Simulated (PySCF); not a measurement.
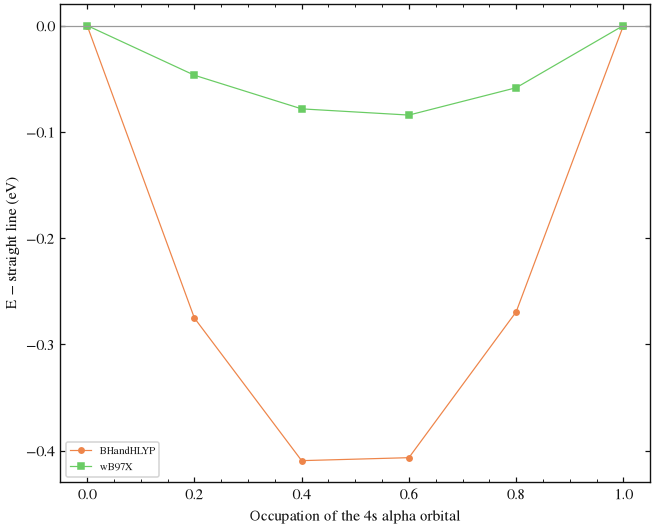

One 4s alpha orbital of neutral copper ([Ar] 3d¹⁰ 4s) is emptied in steps. The plot gives the energy less the straight line between the integer ends. PySCF, aug-cc-pVTZ-PP with a 10-electron core potential, unrestricted single determinants, no spin-orbit coupling.

Describe the curvature of each method.

BHandHLYP: convex (delocalisation error), largest departure −0.41 eV, removal energy 7.685 eV; wB97X: convex (delocalisation error), largest departure −0.084 eV, removal energy 7.721 eV. The measured removal energy is 7.726 eV. The exact energy is a straight line between whole electron numbers.
